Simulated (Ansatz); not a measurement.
# GeH2S (SMILES [SH][GeH]): levels of theory compared

Aim: a comparison of 6 runs (BHLYP/STO-3G, UPBE0/STO-3G, wB97M-V/STO-3G, wB97X/STO-3G, MP2/STO-3G, CCSD/STO-3G) of GeH2S. 

The calculation is run with Ansatz 0.2.0.

51 further runs of the same task are left out: 3 that didn't finish, 48 set aside as unsound or not needed.

## (1) The structure to begin with

GeH2S has 4 atoms, charge 0, and is taken as a singlet. SMILES: `[SH][GeH]`. The H3–S1 distance was set to 3.355 Å, away from the relaxed value. At this shape a bond of the SMILES string is far longer than usual.

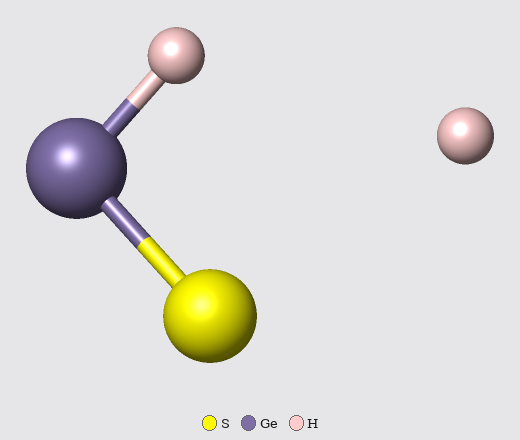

Viewed from a chosen angle; sulfur yellow, germanium purple, hydrogen pink.

## (2) A single-point energy at BHLYP/STO-3G (run 1)

The input, molecule.yaml:

```yaml
crystal:
  periodic: [false, false, false]
  atoms:
    - {symbol: S, position_ang: [-2.277082, -1.561356, -0.477563]}
    - {symbol: Ge, position_ang: [-2.675482, 0.378344, -1.492863]}
    - {symbol: H, position_ang: [0.779200, -0.962100, 0.771200]}
    - {symbol: H, position_ang: [-1.272582, 1.006344, -1.068663]}
basis:
  gaussian:
    orbitals: STO-3G
hamiltonian:
  xc: {name: BHLYP}
accuracy: high
```

The run is started by

```console
$ ansatz run molecule.yaml --threads 1 --pin off --max-ram 2610MiB --events-out events.jsonl --progress --plain --runs-dir runs
```

Standard output:

```text
Warning: RAYON_NUM_THREADS=1 ignored (pool sized by the plan → 1); use --threads N
Functional definition: BHLYP
  name "BHLYP"
  parameter a = 0.5
  exchange = (1 - a)*b88_x + a*exact_x
  correlation = lyp_c
416 factors; integrals over basis functions are off by at most 1.4e-8 eV
mean field evaluation 1: about -66598.2025 eV, gradient 2.6e1 eV
mean field evaluation 2: about -66579.3735 eV, gradient 4.7e1 eV
mean field evaluation 4: about -66600.2280 eV, gradient 1.3e1 eV
mean field evaluation 8: about -66604.1320 eV, gradient 1.8e1 eV
mean field evaluation 16: about -66607.2677 eV, gradient 1.5e-8 eV
mean field -66607.26772796 eV, -2447.7719409749 hartree, gradient 4.5e-8 eV, S^2 0.000000; 0 other end points of the search recorded, 0 dependent functions left out
reference -66607.26774865 eV, -2447.7719417353 hartree; 25, 25 occupied and 4, 4 virtual orbitals, 416 factors
Total energy: -66607.26774865 eV, -2447.7719417353 hartree
```

Run time: 1.6 s. Hardware: 1 thread of Arm Neoverse V1, shared host; peak memory 0.097 GiB.

## (3) A single-point energy at UPBE0/STO-3G (run 2)

The input, in.yaml:

```yaml
crystal:
  periodic: [false, false, false]
  atoms:
    - {symbol: S, position_ang: [-2.277082, -1.561356, -0.477563]}
    - {symbol: Ge, position_ang: [-2.675482, 0.378344, -1.492863]}
    - {symbol: H, position_ang: [0.779200, -0.962100, 0.771200]}
    - {symbol: H, position_ang: [-1.272582, 1.006344, -1.068663]}
basis:
  gaussian:
    orbitals: STO-3G
magnetization:
  spin_polarized: true
  initial_magnetization: 0
hamiltonian:
  xc: {name: PBE0}
accuracy: high
```

The run is started by

```console
$ ansatz run in.yaml --threads 1 --pin off --max-ram 2610MiB --events-out events.jsonl --progress --plain --runs-dir runs
```

Standard output:

```text
Warning: RAYON_NUM_THREADS=1 ignored (pool sized by the plan → 1); use --threads N
Functional definition: PBE0
  name "PBE0"
  parameter a = 0.25
  parameter kappa = 0.804
  parameter beta = 0.06672455060314922
  exchange = (1 - a)*pbe_x(kappa = kappa, mu = beta*pi^2/3) + a*exact_x
  correlation = pbe_c(beta = beta)
416 factors; integrals over basis functions are off by at most 1.4e-8 eV
mean field evaluation 1: about -66525.2922 eV, gradient 7.4e1 eV
mean field evaluation 2: about -66453.5412 eV, gradient 6.9e1 eV
mean field evaluation 4: about -66587.1756 eV, gradient 7.5e0 eV
mean field evaluation 8: about -66587.1758 eV, gradient 7.5e0 eV
mean field evaluation 16: about -66596.8194 eV, gradient 5.8e-5 eV
mean field evaluation 32: about -66599.1577 eV, gradient 3.0e0 eV
mean field -66599.23498369 eV, -2447.4767430679 hartree, gradient 2.4e-8 eV, S^2 1.011517; 4 other end points of the search recorded, 0 dependent functions left out
reference -66599.23498528 eV, -2447.4767431262 hartree; 25, 25 occupied and 4, 4 virtual orbitals, 416 factors
Total energy: -66599.23498528 eV, -2447.4767431262 hartree
```

Run time: 5.4 s. Hardware: 1 thread of Arm Neoverse V1, shared host; peak memory 0.14 GiB.

Runs 3 to 5 aren't shown in full; the table further down has their settings and results.

## (4) A single-point energy at CCSD/STO-3G (run 6)

The input, job.yaml:

```yaml
crystal:
  periodic: [false, false, false]
  atoms:
    - symbol: S
      position_ang: [-2.277082, -1.561356, -0.477563]
    - symbol: Ge
      position_ang: [-2.675482, 0.378344, -1.492863]
    - symbol: H
      position_ang: [0.779200, -0.962100, 0.771200]
    - symbol: H
      position_ang: [-1.272582, 1.006344, -1.068663]
basis:
  gaussian: {orbitals: STO-3G}
magnetization: {spin_polarized: false, initial_magnetization: 0}
correlation: {method: ccsd, frozen_orbitals: {Ge: 9, H: 0, S: 5}}
accuracy: high
scf: {omitted_lower_state_checks: [cluster_reference, increment]}
```

The run is started by

```console
$ ansatz run job.yaml --threads 1 --pin off --max-ram 2610MiB --events-out events.jsonl --progress --plain --runs-dir runs
```

Standard output:

```text
Warning: RAYON_NUM_THREADS=1 ignored (pool sized by the plan → 1); use --threads N
[... 13 lines left out ...]
14 core orbitals not correlated: weight in the atoms' cores, before any rotation towards them, 1.000 or more for the frozen orbitals, at most 0.000 for the correlated occupied ones
[... 46 lines left out ...]
WARN: these amplitudes may be one of several solutions (largest doubles amplitude 0.87, level shift 13.42 eV)
Total energy: -66558.71297646 eV, -2445.9875867688 hartree
Checks for a lower state left out: cluster_reference, increment
```

It took 0.58 s on 1 thread of Arm Neoverse V1, shared host.

## (5) Overview of the runs

| run | level | frozen core orbitals | energy (Eh) | wall time |
| --- | --- | --- | --- | --- |
| 1 | BHLYP/STO-3G | – | -2447.771942 | 1.6 s |
| 2 | UPBE0/STO-3G | – | -2447.476743 | 5.4 s |
| 3 | wB97M-V/STO-3G | – | -2447.807429 | 23 s |
| 4 | wB97X/STO-3G | – | -2447.735522 | 6.6 s |
| 5 | MP2/STO-3G | 14 | -2445.924733 | 0.58 s |
| 6 | CCSD/STO-3G | 14 | -2445.987587 | 0.58 s |

## (6) Summary of results

| quantity | value |
| --- | --- |
| run 6: total energy | -2445.98759 Eh |
| run 6: correlation energy (14 core orbitals frozen) | -284.2 mEh |
| run 6: T1 diagnostic | 0.039 |

Totals of different functionals can't be ranked against each other. In run 6 the T1 diagnostic is large, so a single reference may not serve. In runs 5, 6 the log says that unrestricted orbitals would lower the reference, so the values rest on an unstable closed-shell determinant (other closed-shell runs at this shape may share the fault). In runs 1, 2, 3, 4, 5, 6 the basis is minimal, so the values are rough. In runs 1, 3, 4, 5, 6 a closed-shell determinant meets a far-stretched bond, which it describes badly. Spin contamination of the reference: run 2 ⟨S²⟩ = 1.01. Where it is this large, the reference is a mixture of spin states, and values that rest on it are in doubt. All runs together took 38 s, the longest 23 s.
